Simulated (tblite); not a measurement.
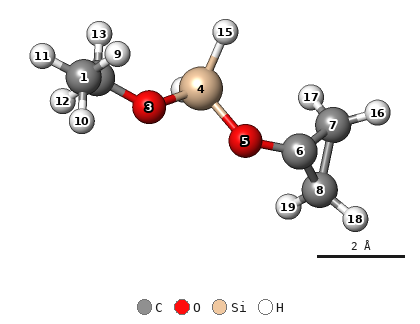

*The structure (ball-and-stick view, seen at a tilt; atoms are numbered from 1 in the order of the input).*

# Frequency calculation, with input and output: C$_{5}$H$_{11}$O$_{2}$Si

System: C$_{5}$H$_{11}$O$_{2}$Si, multiplicity 2, SMILES CCO[SiH2]O[C]1CC1.
Method: GFN2-xTB harmonic vibrations, gas phase (tblite 0.8.0).

It belongs to a series of runs on one base structure; here: H removed from sp3 C.

## The program's output
```
mode    cm-1     km/mol
  1     -39.8      1.24
  2      35.5      0.42
  3      54.8      1.95
  4      78.7      0.38
  5      92.8      0.86
  6     162.0      0.35
  7     213.7      1.31
  8     260.1      6.70
  9     358.2      0.11
 10     378.7      2.07
 11     427.9      1.30
 12     568.3    161.69
 13     624.3      5.61
 14     706.2     61.81
 15     782.8     76.12
 16     784.5      7.64
 17     803.9    237.73
 18     830.2      6.92
 19     836.8    156.03
 20     848.6     31.76
 21     919.3     80.33
 22    1004.2     43.73
 23    1009.6     31.91
 24    1018.4    101.50
 25    1039.4      9.92
 26    1049.6      3.28
 27    1093.7     14.85
 28    1112.6      1.34
 29    1150.4     35.17
 30    1180.9    397.70
 31    1195.5     19.09
 32    1271.2      6.94
 33    1348.6     14.29
 34    1398.3     13.46
 35    1413.4     58.05
 36    1417.9      3.78
 37    1475.1      3.52
 38    1492.1      4.31
 39    1494.4      0.38
 40    1505.9    191.31
 41    2196.5    389.68
 42    2259.7    134.30
 43    2895.7     54.71
 44    2921.5     63.80
 45    3019.2     24.22
 46    3024.5     33.78
 47    3044.7     24.32
 48    3046.9     31.32
 49    3052.7     19.81
 50    3068.5     15.09
 51    3075.7     34.17
```

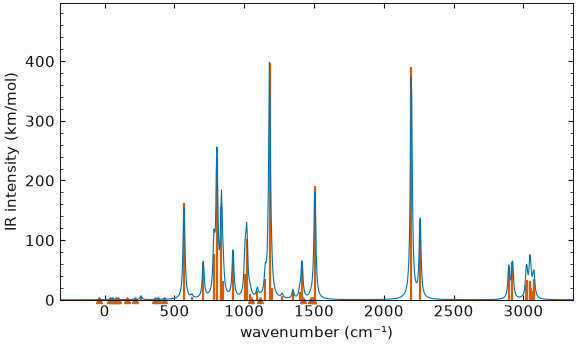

*Harmonic infrared spectrum, unscaled: sticks (degenerate modes added up, dark ones marked on the axis) with a Lorentzian envelope of 16 cm⁻¹ full width, scaled to the tallest stick; imaginary modes are drawn at negative wavenumbers.*

51 modes from 40i to 3076 cm⁻¹, 1 imaginary beyond 8i (40i cm⁻¹): not a clean minimum; so soft a mode can be a shallow saddle, an incomplete relaxation or noise of the force constants. The strongest line is at 1181 cm⁻¹ (398 km/mol).

The run was set up as follows.

## Input
```
{"job": {"kind": "ir", "xc": "GFN2-xTB", "basis": "xTB"}, "charge": 0, "multiplicity": 2}
C     -3.667662     0.374513     0.551916
C     -2.644809    -0.447838    -0.218344
O     -1.374818    -0.264976     0.329967
Si     0.010041    -0.029493    -0.448870
O      0.989044     0.140504     0.830777
C      2.270253     0.465754     0.950066
C      3.319146     0.490026    -0.077821
C      3.419757    -0.434045     1.137168
H     -3.423559     1.430989     0.477434
H     -3.654149     0.088771     1.600117
H     -4.662192     0.207049     0.147722
H     -2.893840    -1.514517    -0.157551
H     -2.648298    -0.160910    -1.276017
H      0.407929    -1.194907    -1.245823
H     -0.010596     1.167551    -1.291953
H      4.004114     1.324349    -0.114980
H      3.106181     0.058776    -1.049499
H      4.165565    -0.192590     1.880190
H      3.278090    -1.499756     0.998366
```

The first line tells a small driver script what to run in tblite; the rest is the geometry in Å.

Command:
```bash
OMP_NUM_THREADS=1 python <driver script> task.json out
```

## Key numbers

- outcome: converged
- total energy: −712.2375 eV
- zero-point energy: 92.9850 kcal/mol
- hardware: 1 CPU thread, shared host
- wall time: 0.62 s
- peak memory: 0.18 GiB
